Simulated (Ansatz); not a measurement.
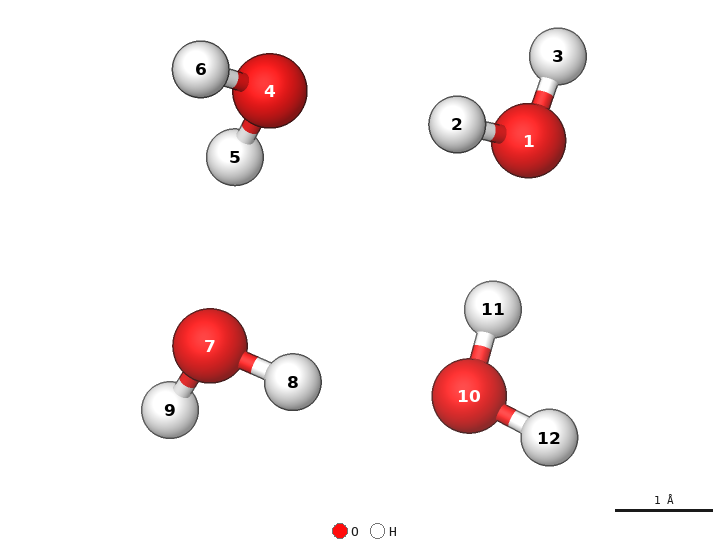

(Drawn from a calculation with Ansatz.)

Atoms carry their numbers in the input. Geometry: a fixed input geometry, not necessarily a minimum.

Which atoms are bonded, and how long are the bonds?

| bond | length (Å) | order |
| --- | --- | --- |
| O1–H2 | 0.960 | single |
| O1–H3 | 0.962 | single |
| O4–H5 | 0.962 | single |
| O4–H6 | 0.962 | single |
| O7–H8 | 0.965 | single |
| O7–H9 | 0.961 | single |
| O10–H11 | 0.964 | single |
| O10–H12 | 0.961 | single |
